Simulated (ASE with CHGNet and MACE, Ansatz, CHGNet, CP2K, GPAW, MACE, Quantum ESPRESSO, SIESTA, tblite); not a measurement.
# Machine-learned potentials runs on random packing of P38S62 (at. %) (64 atoms)

How do the settings of machine-learned potentials change the result for random packing of P38S62 (at. %) (64 atoms)? A plane-wave run serves as the yardstick.

Program: ASE with CHGNet and MACE. Level of theory: the method is named at each step. Results are calculated unless marked as measured.

## (1) Starting point

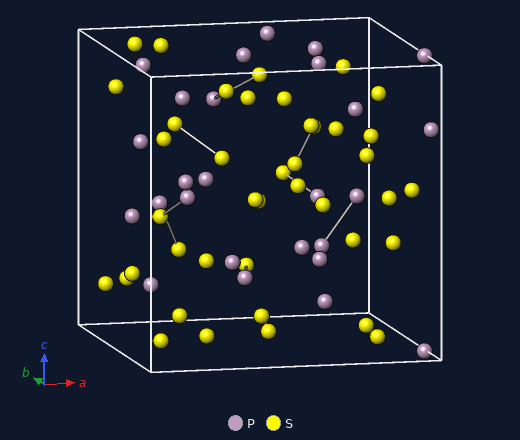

Start, viewed slightly off an axis; phosphorus pink, sulfur yellow. Bonds to atoms that aren't drawn are left out. Some periodic images of atoms are drawn too.

The cell holds 64 atoms: 24 P and 40 S. Its edges and angles: a = 11.721 Å, b = 11.721 Å, c = 11.721 Å, α = 90.0°, β = 90.0°, γ = 90.0°. 64 atoms (24 P, 40 S) packed at random in a cube at 2.09 g/cm³ and pushed apart as soft spheres; a start for melting by ab initio MD, not an equilibrated structure. Then every atom was moved at random, 0.02 Å r.m.s. a Cartesian component.

The yardstick, on the same geometry:

| Item | Value |
| --- | --- |
| method | Kohn-Sham DFT, PBE, PAW, plane waves (Ansatz 0.2.0); cutoff 420 eV, Γ point, fermi-dirac smearing of 0.05 eV; PAW set soft_2 |
| r.m.s. force component | 0.9487 eV/Å |
| longest force | 3.179 eV/Å |
| pressure | -8.756 GPa |
| SCF cycles | 11 |
| time | 13 s on 4 threads of Arm Neoverse V2, shared host |
| CPU time | 49 s |

## (2) CHGNet r2SCAN potential

Method: machine-learned interatomic potential CHGNet r2SCAN, trained on r2SCAN plane-wave data.

run.py reads:

```python
import numpy as np
from ase.io import read
import mlip  # loads the published weights by name

atoms = read("structure.xyz")
atoms.calc = mlip.calc("chgnet-r2scan")
energy = atoms.get_potential_energy()
forces = atoms.get_forces()
print(f"energy {energy:.6f} eV")
print("forces (eV/A)")
for i, (a, f) in enumerate(zip(atoms, forces)):
    print(f"{i:4d} {a.symbol:2s} {f[0]:10.5f} {f[1]:10.5f} {f[2]:10.5f}")
stress = -atoms.get_stress(voigt=False) * 160.21766
print("stress (GPa, compression positive)")
for row in stress:
    print(" ".join(f"{x:10.4f}" for x in row))
```

structure.xyz reads:

```xyz
64
Lattice="11.72110 0.00000 0.00000 0.00000 11.72110 0.00000 0.00000 0.00000 11.72110" Properties=species:S:1:pos:R:3 pbc="T T T"
P 8.94226 8.89596 5.19749
P 3.87945 2.39427 3.82612
P 0.00609 1.68479 8.88506
P 0.91682 4.93599 11.35857
P 8.24017 6.43863 11.48433
P 5.43847 6.60085 2.47175
P 8.80946 8.02262 2.84342
P 7.36261 2.36438 11.58514
P 11.65113 2.45405 11.70586
P 9.90972 6.65254 8.97449
P 6.14537 0.21672 4.67695
P 10.95231 10.59001 4.85265
P 3.88801 5.43976 9.81759
P 7.44888 11.02276 11.38002
P 7.98183 3.85566 1.87256
P 9.60474 10.88140 2.88585
P 4.70684 9.99282 5.86723
P 1.87760 1.90984 7.16839
P 5.93779 8.81040 10.93532
P 3.97896 10.84987 8.97625
P 2.53774 8.75297 5.20827
P 2.52074 4.19826 6.16249
P 1.47475 5.93064 2.46167
P 2.07979 11.37392 4.28570
S 7.48451 2.17977 5.99288
S 5.96897 6.36608 10.54981
S 1.75840 4.95381 8.39055
S 7.64333 7.35487 6.78382
S 0.08052 3.34684 3.38365
S 4.49610 0.13749 2.03279
S 10.57818 11.30219 9.88980
S 1.71714 2.24400 1.82076
S 6.06262 8.87463 2.58427
S 4.82101 2.44666 6.26469
S 11.59393 10.87144 7.16183
S 11.44155 7.33577 5.27707
S 7.62680 4.67730 8.73351
S 2.87331 7.64251 8.51175
S 9.82732 4.46597 7.49353
S 6.07223 0.57023 7.07181
S 3.41717 4.66500 0.55652
S 8.80137 8.96817 7.96191
S 8.08369 11.00482 5.82890
S 11.22530 2.78646 6.33232
S 0.66658 8.33136 9.97044
S 3.50332 9.54344 3.19834
S 2.06033 10.85421 11.19764
S 10.14801 3.85601 10.03748
S 9.33468 0.77195 0.91612
S 6.52607 10.47116 8.94718
S 3.51422 5.12435 3.45995
S 4.45050 6.35354 7.30154
S 1.84490 11.29480 1.84853
S 7.72796 1.05033 9.18524
S 5.67993 3.75462 0.79258
S 2.20697 7.23122 11.72098
[... 4 atom lines left out ...]
S 5.53857 0.62579 10.53610
S 10.04838 1.09991 4.56056
S 5.52228 4.76521 5.81285
S 10.61264 7.71846 0.19633
```

The run is started by

```
OMP_NUM_THREADS=1 python run.py > output.txt
```

What it wrote:

```text
CHGNet vr2scan initialized with 412,525 parameters
CHGNet will run on cpu
energy -491.879822 eV
forces (eV/A)
   0 P    -0.46664   -0.00507    0.08829
   1 P     0.12707   -0.68808    0.22747
   2 P    -0.44722   -1.05285   -0.02572
   3 P     0.84217    0.23726    0.97977
   4 P     0.34067    0.19221   -0.11698
   5 P     0.81915    1.78976   -0.11958
   6 P    -0.38380    0.33913    0.55296
   7 P    -0.47672    0.47065    1.22626
   8 P     0.65468    0.99926   -0.19186
   9 P    -1.00229   -0.41341   -0.27535
  10 P     1.04284   -0.76879    2.44928
  11 P     0.57016    1.46185    1.45243
  12 P    -0.49258   -1.38394   -0.53800
  13 P    -0.97641    1.05123   -1.39895
  14 P    -0.77422    0.30810   -0.84463
  15 P    -0.13659    1.13246   -0.28662
  16 P    -0.92771    0.45316   -0.70479
  17 P    -2.52971    1.23955   -0.08337
  18 P     0.69699   -0.25895   -0.91615
  19 P     0.66383   -0.22239    0.98977
  20 P     1.43559    2.11315   -1.46051
  21 P    -0.84469    0.49348    2.38113
  22 P     1.68148   -1.03716    0.20085
  23 P     1.18308   -1.88924   -1.21480
[...]
56 S    -0.17915    0.25925   -1.43107
  57 S    -0.13530    1.04058   -0.48460
  58 S    -0.29620    2.75945    0.33235
  59 S    -1.52166    0.28013   -0.68940
  60 S     1.63196   -0.66003    0.16397
  61 S     0.64188   -2.34058   -0.58882
  62 S    -1.37205   -0.56041    1.39837
  63 S     0.24939    0.48036   -0.59096
stress (GPa, compression positive)
   -8.3226    -0.7800    -0.1979
   -0.7800   -10.2522    -0.5446
   -0.1979    -0.5446    -8.8666
```

Wall time 3 s (1 thread of Arm Neoverse V2, shared host); peak memory 0.61 GiB.

Banners, paths, timers and routine set-up lines are dropped from the logs unmarked, and long logs keep their key lines alone; longer cuts are marked.

Numbers from this run, and their distance from the reference:

- r.m.s. force component: 1.137 eV/Å
- r.m.s. difference of force components: 503.1 meV/Å
- longest difference of force vectors: 1624 meV/Å
- force difference over r.m.s. force: 53.03 %
- slope of forces against the reference's: 1.077
- correlation of force components: 0.899
- pressure: -9.147 GPa
- pressure difference: -0.3912 GPa

Length of the force difference by element (eV/Å):

| element | atoms | mean | most |
| --- | --- | --- | --- |
| P | 24 | 0.71 | 1.4 |
| S | 40 | 0.85 | 1.6 |

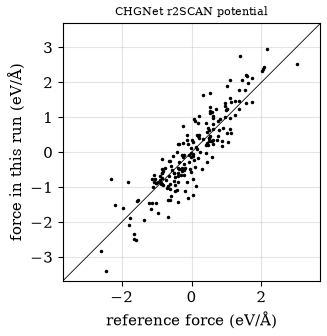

Force components against those of the reference; the line marks equality.

Local excerpt of 10 atoms (numbers count through the whole input) about S39, picked at random; x, y, z are measured from there.

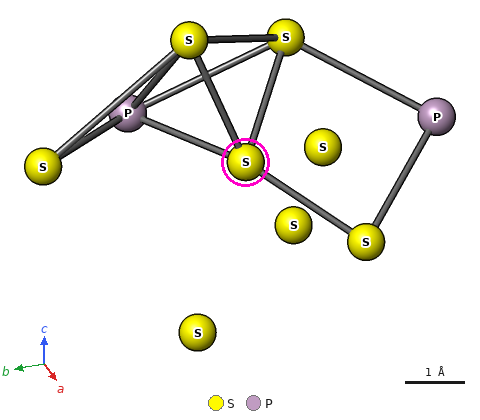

The atoms of the table, within 3.8 Å (arrows a, b, c point along x, y, z); some may hide others; the central atom is ringed.

| atom | x | y | z | distance (Å) | Fx | Fy | Fz (eV/Å) |
| --- | --- | --- | --- | --- | --- | --- | --- |
| S39 | 0.00 | 0.00 | 0.00 | 0.00 | -0.85 | 0.15 | 2.07 |
| S44 | 1.40 | -1.68 | -1.16 | 2.47 | 0.90 | -0.61 | 1.24 |
| S37 | -2.20 | 0.21 | 1.24 | 2.53 | 2.31 | 0.31 | -0.51 |
| S48 | 0.32 | -0.61 | 2.54 | 2.64 | 0.94 | -0.07 | -0.50 |
| P10 | 0.08 | 2.19 | 1.48 | 2.64 | -1.00 | -0.41 | -0.28 |
| S57 | -0.37 | 0.74 | -3.46 | 3.56 | -0.18 | 0.26 | -1.43 |
| S25 | -2.34 | -2.29 | -1.50 | 3.60 | -1.87 | -1.73 | -0.04 |
| P3 | 1.90 | -2.78 | 1.39 | 3.64 | -0.45 | -1.05 | -0.03 |
| S28 | -2.18 | 2.89 | -0.71 | 3.69 | 2.21 | 2.94 | 0.95 |
| S27 | 3.65 | 0.49 | 0.90 | 3.79 | 1.23 | -0.45 | -1.27 |

Atoms are counted from 1 here, from 0 in the log.

Forces lie 53 % from the reference's, at 0.061 times its CPU time (on 1 against 4 cores).

## (3) MACE MPA-0 medium potential

Method: machine-learned interatomic potential MACE MPA-0 medium, trained on PBE(+U) plane-wave data.

Changes to run.py since step 2:

```diff
@@ -5,3 +5,3 @@
 atoms = read("structure.xyz")
-atoms.calc = mlip.calc("chgnet-r2scan")
+atoms.calc = mlip.calc("mace-mpa-0-medium")
 energy = atoms.get_potential_energy()
```

structure.xyz is that of step 2.

What it wrote:

```text
energy -234.611353 eV
forces (eV/A)
   0 P    -0.08840   -0.16190   -0.05731
   1 P    -0.12361   -0.97830    0.16170
   2 P    -0.66908   -0.57226    0.68592
   3 P     0.40115   -0.03191    0.68408
   4 P     0.59965   -0.11285   -0.73130
   5 P     0.65992    1.73173    0.26985
   6 P    -0.37099    0.38332    0.88115
   7 P     0.00565    0.97231    1.21965
   8 P     0.57924    1.27413   -0.75255
   9 P    -1.03746   -0.45719    0.64911
  10 P     0.27031   -1.21326    1.26879
  11 P     0.35765    1.40417    1.03328
  12 P    -1.45740   -0.64503   -1.31451
  13 P    -0.98777    0.75668   -1.77929
  14 P    -1.25470    0.21631   -1.76838
  15 P     0.49920    0.53705    0.00099
  16 P    -0.64882    0.31884   -0.49527
  17 P    -1.72808    0.67812   -0.17088
  18 P     0.41848    0.01607   -0.75650
  19 P     1.57630   -0.03443    1.09015
  20 P     1.09496    1.96529   -0.93662
  21 P    -0.39842   -0.17865    2.38528
  22 P     0.72538   -0.72458    0.28621
  23 P     0.32101   -1.42931   -0.20230
[...]
56 S     0.29212    0.52183   -0.60342
  57 S    -0.36992    0.95888   -0.52906
  58 S    -0.03225    1.37684    0.23819
  59 S    -1.86184    1.10196   -0.27038
  60 S     0.76622   -0.46272    0.30717
  61 S     0.60380   -1.95314   -0.46517
  62 S    -0.73209   -0.39207    0.55759
  63 S     0.02523    0.16363   -0.25307
stress (GPa, compression positive)
   -8.5174    -1.1530    -0.2928
   -1.1530    -9.7436    -0.2981
   -0.2928    -0.2981    -9.3314
```

Run time: 6.1 s. Hardware: 1 thread; peak memory 0.78 GiB.

Against the reference:

```yaml
r_m_s_force_component: 0.9498 eV/Å
r_m_s_difference_of_force_components: 282.4 meV/Å
longest_difference_of_force_vectors: 1086 meV/Å
force_difference_over_r_m_s_force: 29.77 %
slope_of_forces_against_the_reference_s: 0.9569
correlation_of_force_components: 0.9557
pressure: -9.197 GPa
pressure_difference: -0.4416 GPa
```

Against the first run (53 %), the force difference from the reference is 30 %, at 2.0 times the CPU time.

## (4) CHGNet 0.3.0 potential

Method: machine-learned interatomic potential CHGNet 0.3.0, trained on PBE(+U) plane-wave data.

Changes to run.py since step 3:

```diff
@@ -5,3 +5,3 @@
 atoms = read("structure.xyz")
-atoms.calc = mlip.calc("mace-mpa-0-medium")
+atoms.calc = mlip.calc("chgnet-0.3.0")
 energy = atoms.get_potential_energy()
```

structure.xyz is that of step 3.

What it wrote:

```text
CHGNet v0.3.0 initialized with 412,525 parameters
CHGNet will run on cpu
energy -255.840485 eV
forces (eV/A)
   0 P    -0.44830   -0.11486   -0.02643
   1 P     0.10501   -0.30810    0.51156
   2 P    -0.27225   -0.77065    0.10496
   3 P     0.71532   -0.27228    0.85795
   4 P     0.36799    0.30428   -0.87506
   5 P     0.71546    2.07977    0.19169
   6 P    -0.77508    0.95372    1.02186
   7 P    -0.41056    0.86910    1.44820
   8 P     0.90814    1.38061   -0.29826
   9 P    -1.49423   -0.55173   -0.22960
  10 P     0.72991   -1.24556    2.62148
  11 P    -0.03232    1.51558    1.28396
  12 P    -0.76359   -1.46917   -0.67924
  13 P    -1.21417    1.13765   -1.36412
  14 P    -1.23671   -0.09470   -1.30253
  15 P     0.09248    1.10680    0.05225
  16 P    -1.05137    0.25342   -0.84421
  17 P    -2.38483    1.12872    0.07571
  18 P     0.67518   -0.36547   -0.71398
  19 P     1.74244   -0.00800    1.26441
  20 P     1.79226    2.33904   -1.49143
  21 P    -0.82884    0.34775    2.49793
  22 P     1.87835   -1.05987    0.22757
  23 P     1.17426   -1.69003   -1.79333
[...]
56 S    -0.05962    0.23590   -1.12592
  57 S    -0.02184    0.73867   -0.35821
  58 S    -0.35013    3.16422    0.40099
  59 S    -1.22514    0.21203   -0.25480
  60 S     1.02255   -0.75260    0.50402
  61 S     0.58737   -2.78222   -0.76342
  62 S    -1.06663   -0.54734    0.98301
  63 S    -0.18425    0.02167   -0.49958
stress (GPa, compression positive)
   -8.7170    -1.1825    -0.6085
   -1.1825   -10.4318    -0.6199
   -0.6085    -0.6199    -9.3317
```

It took 2.7 s on 1 thread; peak memory 0.61 GiB.

Compared with the plane-wave run:

```
r.m.s. force component                  : 1.172 eV/Å
r.m.s. difference of force components   : 487 meV/Å
longest difference of force vectors     : 1952 meV/Å
force difference over r.m.s. force      : 51.34 %
slope of forces against the reference's : 1.131
correlation of force components         : 0.9157
pressure                                : -9.493 GPa
pressure difference                     : -0.7376 GPa
```

Against the first run (53 %), the force difference from the reference is 51 %, at 0.89 times the CPU time.

## (5) The ladder

Differences are against the plane-wave reference, forces as r.m.s. over components; share is that over the reference's r.m.s. force, slope the least-squares factor from reference forces to these. Total energies of different programs have different zeros and aren't compared.

| run | Δ force, r.m.s. (meV/Å) | share (%) | slope | Δ pressure (GPa) | cores | CPU time | memory (GiB) |
| --- | --- | --- | --- | --- | --- | --- | --- |
| reference | - | - | - | - | 4 | 49 s | 1.5 |
| CHGNet r2SCAN potential | 503 | 53.0 | 1.077 | -0.391 | 1 | 3 s | 0.61 |
| MACE MPA-0 medium potential | 282 | 29.8 | 0.957 | -0.442 | 1 | 6.1 s | 0.78 |
| CHGNet 0.3.0 potential | 487 | 51.3 | 1.131 | -0.738 | 1 | 2.7 s | 0.61 |

Times of the machine-learned potentials are mostly Python's start and the loading of weights.

CPU time is summed over cores on a shared host, where runs went side by side, so it is rough. Symmetry, cutoffs, thresholds, outputs and thread counts weren't matched or tuned between programs; memory under MPI is the largest rank's times the ranks.

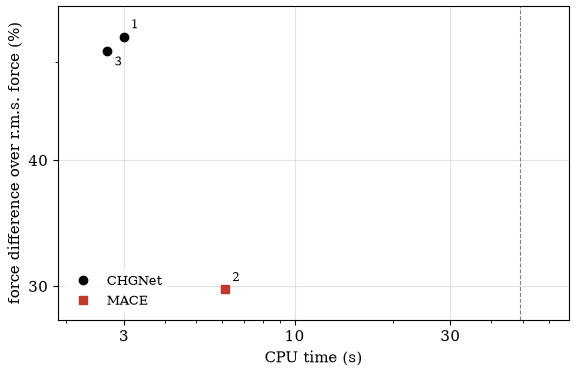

Force difference against CPU time; the dashed line marks the reference's time. Points: 1 CHGNet r2SCAN potential; 2 MACE MPA-0 medium potential; 3 CHGNet 0.3.0 potential.

## (6) What came out

```yaml
nearest_in_forces: MACE MPA-0 medium potential, 30 %
its_cpu_time: 6.1 s
```

Machine-learned potentials differ by 30 % (MACE MPA-0 medium potential) to 53 % (CHGNet r2SCAN potential); they were trained on other programs' data, some at another functional. Machine-learned potentials mimic data converged in k, so the reference's own k-point error enters their differences. The reference's pressure of -8.8 GPa belongs to a cell and atoms that aren't relaxed at this level. The electronic-structure runs sample only Γ, in a cell whose shortest periodic width is 12 Å, which is coarse for a cell with partly filled levels.

[Also dropped from logs without a mark: logging warnings of Python, and SIESTA's first energy breakdown and zero terms.]

[Logs are printed without paths, hosts, clocks, repeated set-up lines and the standing remarks that a program may print on its own settings, such as how far it seeks lower states.]

[Hosts, paths, dates, database ids (printed as entryN), source tags and the programs' standing remarks are cut or masked in the printed files.]
